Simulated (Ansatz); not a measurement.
# Calculations on BN₂H₇O

## 1. Relaxation

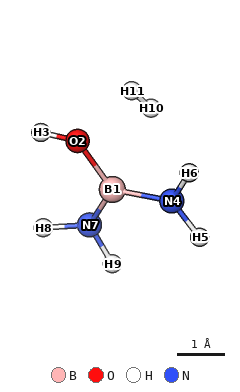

BN₂H₇O, before the relaxation. Style: ball-and-stick. Shown from a free direction.

The run prepares an end point of a later path (reaction) calculation, from a guessed geometry.

Computed with Ansatz, RKS PBE-D4/6-31G*.

The input:
```yaml
crystal:
  periodic: [false, false, false]
  atoms:
    - { symbol: B, position_ang: [-0.005754, -0.187203, 0.01594] }
    - { symbol: O, position_ang: [0.071321, -0.365802, 1.407406] }
    - { symbol: H, position_ang: [-0.815868, -0.30114, 1.806268] }
    - { symbol: "N", position_ang: [1.23307, -0.064948, -0.676726] }
    - { symbol: H, position_ang: [1.328515, -0.033132, -1.685675] }
    - { symbol: H, position_ang: [2.112937, -0.022657, -0.172567] }
    - { symbol: "N", position_ang: [-1.2714, -0.107549, -0.668588] }
    - { symbol: H, position_ang: [-2.1101, -0.512566, -0.260817] }
    - { symbol: H, position_ang: [-1.309292, -0.113249, -1.684774] }
    - { symbol: H, position_ang: [-0.05368, 2.1415, 0.606422] }
    - { symbol: H, position_ang: [0.03195, 1.847546, 1.248711] }
basis:
  gaussian: { orbitals: "6-31G*" }
hamiltonian:
  xc: pbe
  dispersion: d4
relax:
  f_tol: 0.03
  max_steps: 50
```

Launched with:
```bash
ansatz run input.yaml --threads 1 --pin off --max-ram 2048MiB --backend cpu --events-out ev --progress --plain --runs-dir out
```

Predict the outcome.

H10 moves most after the best rigid fit: 1.79 Å. Largest moves by element: H 1.79 Å, N 0.48 Å, O 0.48 Å, B 0.27 Å. Near-neighbour distances that change, for instance: H10–H11 0.712 → 0.754 Å, B1–N4 1.425 → 1.430 Å. The energy falls by 23.2 kJ/mol in 18 accepted moves (19 points after the start). Largest force component: 1.4 eV/Å at the start, 0.016 eV/Å at the end. The line search rejected the trial step at point 6 of the run.

Step by step:

| step | E − E(0), kJ/mol | largest force component, eV/Å | note |
| --- | --- | --- | --- |
| 0 | 0.00 | 1.4082 |  |
| 1 | -12.50 | 0.1800 |  |
| 2 | -16.66 | 0.1467 |  |
| 3 | -18.53 | 0.0959 |  |
| 4 | -19.57 | 0.0767 |  |
| 5 | -20.66 | 0.0683 |  |
| 6 | -17.59 | 1.4607 | rejected |
| 7 | -21.27 | 0.0723 |  |
| 8 | -21.50 | 0.3974 |  |
| 9 | -22.04 | 0.1490 |  |
| 10 | -22.41 | 0.1043 |  |
| 11 | -22.60 | 0.2688 |  |
| 12 | -22.85 | 0.1865 |  |
| 13 | -23.05 | 0.0495 |  |
| 14 | -23.09 | 0.0147 |  |
| 15 | -23.13 | 0.0364 |  |
| 16 | -23.15 | 0.0394 |  |
| 17 | -23.16 | 0.0169 |  |
| 18 | -23.18 | 0.0114 |  |
| 19 | -23.19 | 0.0159 |  |

Final geometry:

```xyz
11

B    -0.0580   -0.2897   -0.2310
O    -0.0305    0.0116    1.1373
H    -0.9324    0.0904    1.4968
N     1.2107   -0.3610   -0.8859
H     1.3039   -0.4072   -1.8959
H     2.0314    0.0241   -0.4260
N    -1.2953   -0.5033   -0.9377
H    -2.1420   -0.7749   -0.4434
H    -1.2861   -0.8784   -1.8831
H     0.1860    3.0360    2.1367
H     0.2241    2.3331    1.8678
```

After the run, drawn alike:

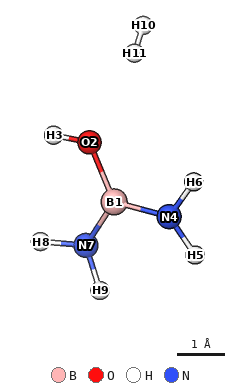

Limits of the set-up: the start holds two separate molecules, 2.2 Å apart at their closest, whose relative position is a soft coordinate.

## 2. Relaxation

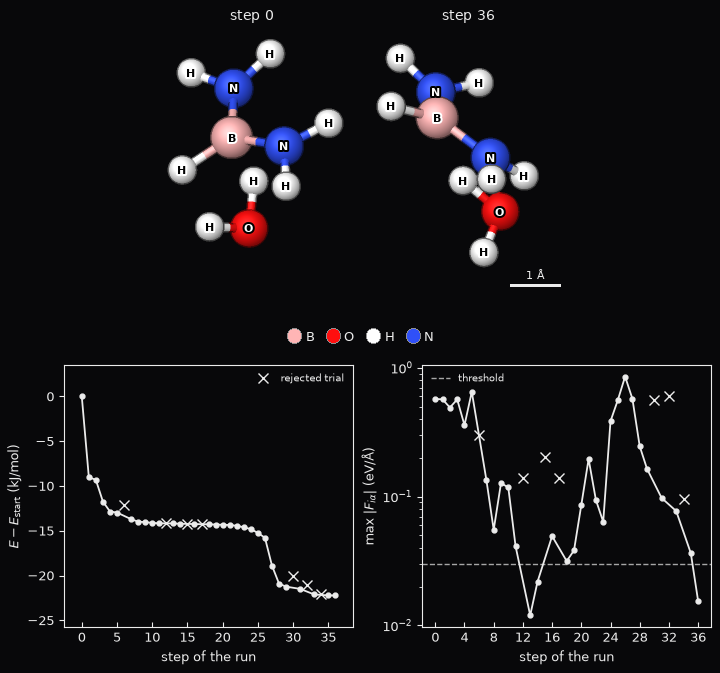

First and last geometry of a relaxation of BN$_{2}$H$_{7}$O, with the history of the run. Style: ball-and-stick. Shown from a free direction.

The run prepares an end point of a later path (reaction) calculation, from a guessed geometry.

Level of theory: Ansatz 0.2.0, RKS PBE-D4/6-31G*. Settings: no spin polarisation; force threshold 0.03 eV/Å; at most 50 steps.

> Read the history and describe the run.

It converged. An H atom moves most after the best rigid fit: 1.61 Å. By element the largest moves are H 1.61 Å, O 0.81 Å, B 0.56 Å, N 0.34 Å. Among the contacts that change: H–O 0.991 → 0.977 Å, B–H 1.199 → 1.208 Å, B–N 1.437 → 1.445 Å, H–O 0.983 → 0.989 Å. Bond angles that change, for instance: H–N–H 112.6° → 115.0°, B–N–H 123.0° → 120.8°, H–O–H 100.2° → 102.5°. Over 29 accepted moves (36 points after the start) the energy falls by 22.2 kJ/mol. Largest force component: 0.57 eV/Å at the start, 0.015 eV/Å at the end. The line search rejected the trial steps at points 6, 12, 15, 17, 30, 32, 34 of the run. The forces were under the threshold at step 13, but the run went on from there. Cost: 41 s on 1 thread of Intel(R) Xeon(R) 6975P-C (Granite Rapids), on a shared host, peak memory 0.14 GiB.

## 3. Path

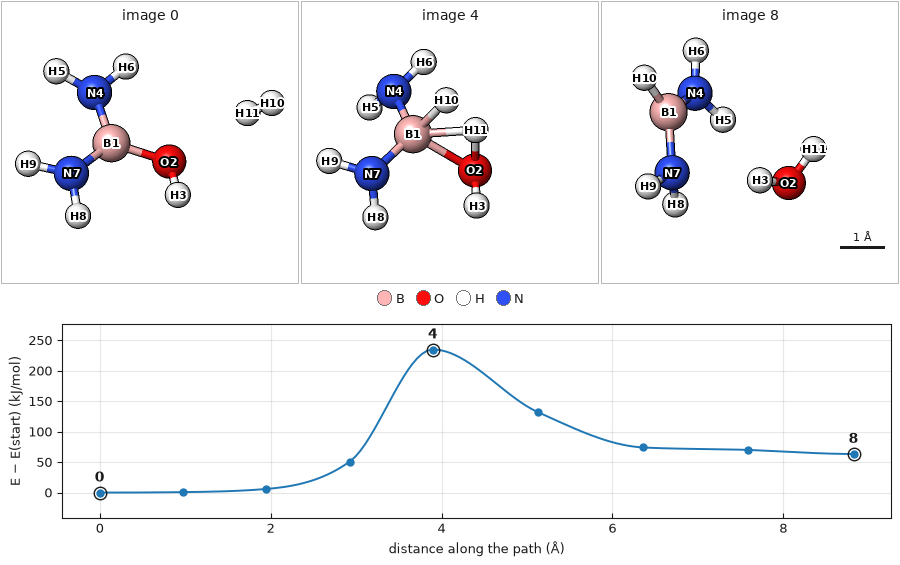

A search for the minimum-energy path of BN₂H₇O, made up at the start of BN₂H₅O and H2 by the nudged elastic band. Images are numbered from 0 (start) to 8 (end). Style: ball-and-stick. Shown at a tilt.

Computed with RKS PBE-D4/6-31G* (Ansatz 0.2.0). Set-up: 7 movable images; climbing image; force threshold 0.05 eV/Å; iteration limit 60; starting path through a guess of the saddle point.

Question: What happens along the path, and what is the barrier?

Answer: Breaking: B1–O2 (1.40 → 1.69 at the top → 3.29 Å), H10–H11 (0.75 → 1.06 at the top → 4.41 Å). Forming: B1–H10 (4.09 → 1.42 at the top → 1.21 Å), O2–H11 (2.45 → 1.24 at the top → 0.98 Å). Forward barrier 234.8 kJ/mol, backward barrier 171.5 kJ/mol, with image 4 at the top; the reaction energy is +63.3 kJ/mol. The band converged in 22 iterations. The largest component of the band force went from 23 to 0.028 eV/Å. The climbing image converged on the top of the path. Its vibrational analysis gives 2 imaginary modes over 30i cm⁻¹, so it isn't confirmed as a transition state.

Limits of the set-up: the start holds two separate molecules, 2.4 Å apart at their closest, whose relative position is a soft coordinate.
